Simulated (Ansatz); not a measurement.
**FGeHO (SMILES [OH][Ge][F]): density, localisation and related maps**

Input file:

```
crystal:
  periodic: [false, false, false]
  atoms:
    - { symbol: O, position_ang: [-0.8416, 0.3042, -0.6024] }
    - { symbol: Ge, position_ang: [-0.2435, -0.4608, 0.843] }
    - { symbol: F, position_ang: [1.3531, -1.0348, 0.5039] }
    - { symbol: H, position_ang: [-0.2125, 1.1311, -0.7647] }
basis:
  gaussian: { orbitals: def2-SVP }
hamiltonian:
  xc: r2scan
relax:
  f_tol: 0.015
  max_steps: 40
output:
  orbitals: {}
```

Launched as:

```sh
ansatz run input.yaml --threads 1 --pin off --max-ram 2048MiB --backend cpu --events-out ev --progress --plain --runs-dir out
```

The fields are those of the relaxed geometry.

The calculation used RKS r2SCAN/def2-SVP (Ansatz).

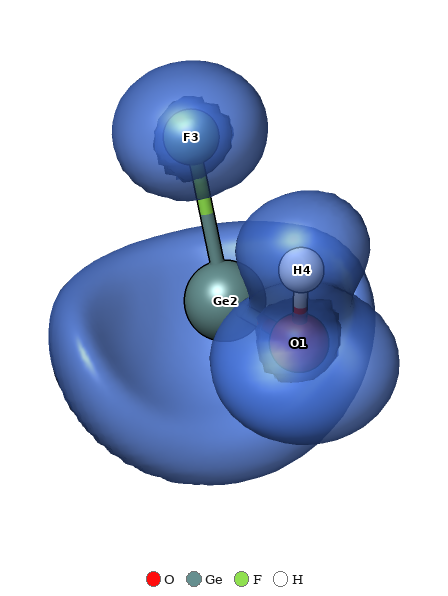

Figure 1. Isosurface of the electron localisation function at 0.75 (blue), seen at an oblique angle. Only the valence region is drawn (cores and ρ < 0.01 e/Å³ removed).

Describe the localisation domains.

The ELF exceeds this value in one lobe on Ge, pointing away from the bonds (lone pairs), one region wrapped around F (its valence shell) and one joined region spread over several atoms (H, O), in which their bonds and any lone pairs are merged.


Ge–F (1.77 Å): the ELF peaks at about 0.80 in the valence shell of F, 0.5 Å from its nucleus, and is about 0.20 at the midpoint. Ge–O (1.78 Å): the ELF peaks at about 0.85 in the valence shell of O, 0.6 Å from its nucleus, and is about 0.30 at the midpoint.

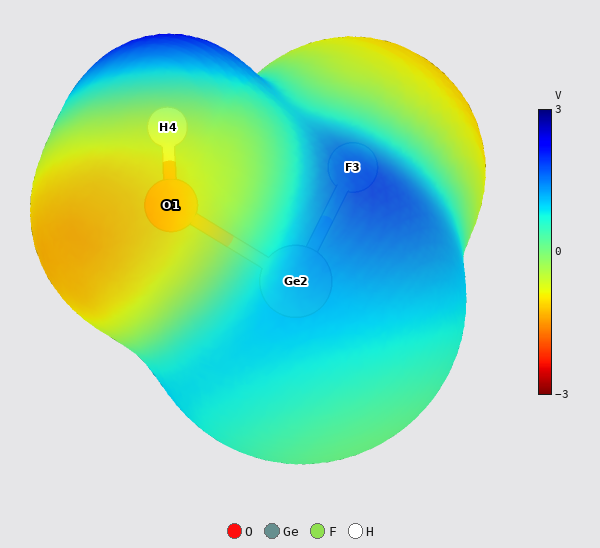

Figure 2. The electrostatic potential painted on the density surface at 0.002 e/bohr³, seen at a tilt; red is negative and blue positive.

Which sites attract a positive test charge, and which a negative one?

A positive charge is drawn to the negative regions and a negative charge to the positive ones. The most negative region (about −1.4 V) lies over O1, the most positive (about +2.3 V) over H4. O1 is the likeliest acceptor of a hydrogen bond.

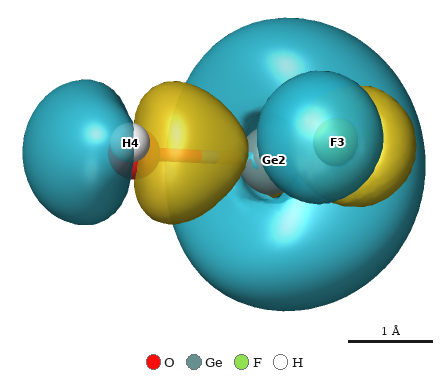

Figure 3. The HOMO at ±0.08 Å⁻³ᐟ² (yellow and cyan are the two phases), seen from one side.

What is the character of this orbital?

Its weight (Hirshfeld) is mainly on Ge2 (about 60 %), O1 (about 20 %) and F3 (about 15 %); it is symmetric in the molecular plane (an in-plane orbital: σ, lone-pair or in-plane π type). Its energy is −7.30 eV.
